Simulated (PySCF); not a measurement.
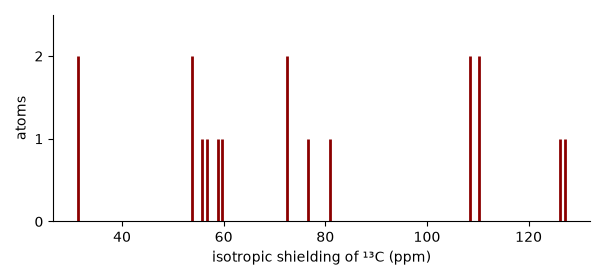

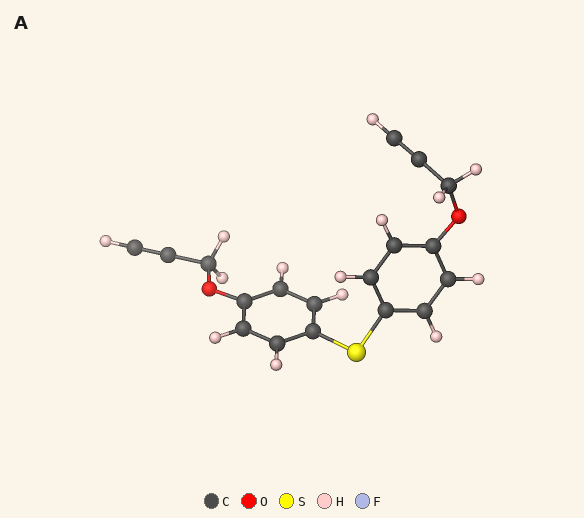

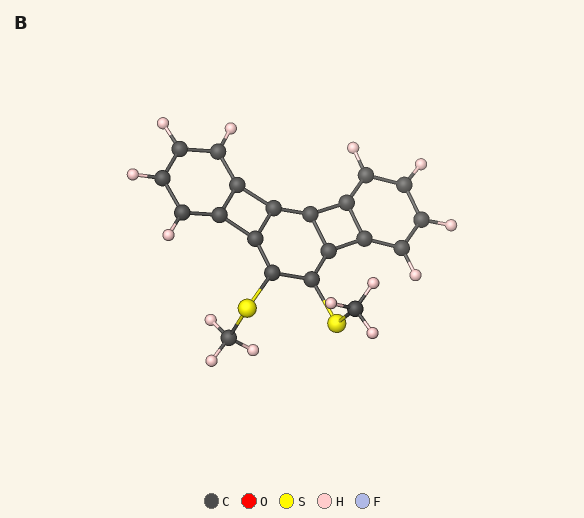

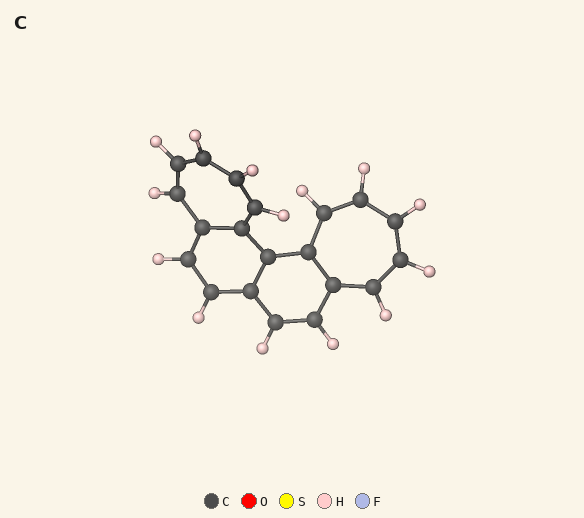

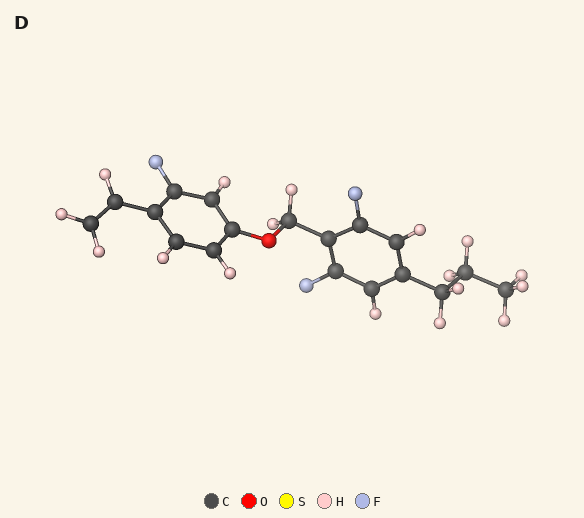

The sticks are computed shieldings of one of the molecules, for one fixed geometry (GFN2-xTB) without averaging over rotations. Low shielding means a high chemical shift. Method: GIAO KT2/pcSseg-1 NMR shielding, non-relativistic, gas phase (PySCF 2.14.0).

Match the spectrum to a structure.

Answer. A, `C#CCOc1ccc(Sc2ccc(OCC#C)cc2)cc1`. Its 18 C atoms give lines at 31.3 (2 atoms), 53.8 (2 atoms), 55.8, 56.8, 58.8, 59.6, 72.5 (2 atoms), 76.6, 80.9, 108.5 (2 atoms), 110.3 (2 atoms), 126.1, 127.2 ppm.
